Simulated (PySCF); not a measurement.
C3H4Cl3F3Si, SMILES C(F)(F)(F)CC[Si](Cl)(Cl)Cl at its GFN2-xTB optimised geometry (Å):

```
14

F     -0.2197    -2.8169     1.0773
C      0.1619    -2.1147     0.0000
F     -0.2174    -2.8251    -1.0730
F      1.5036    -2.1147     0.0000
C     -0.4169    -0.7132     0.0000
C      0.0468     0.0623    -1.2334
Si    -0.6455     1.8449    -1.3025
Cl    -0.1012     2.8251     0.3757
Cl    -2.6589     1.7645    -1.4088
Cl     0.0988     2.7782    -2.9247
H     -1.5036    -0.8092     0.0205
H     -0.0891    -0.2246     0.9188
H     -0.2563    -0.4872    -2.1268
H      1.1382     0.0886    -1.2403
```

Method: PBE0/def2-TZVP (PySCF 2.14.0). Cells within 0.4 Å of a nucleus heavier than hydrogen are left out (blank, or x).

Map of the Laplacian of the electron density (e/bohr⁵), clipped to [-1.50, 1.50] on the plane z = 0.0 Å:

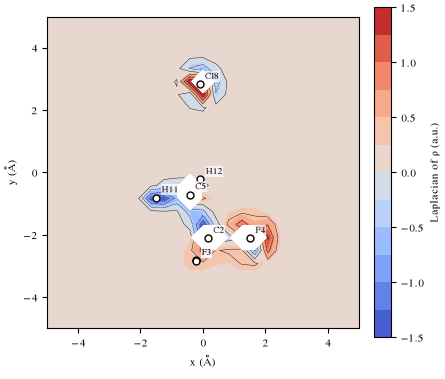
Figure. Laplacian of the electron density (e/bohr⁵), clipped to [-1.50, 1.50] on the plane z = 0.0 Å.
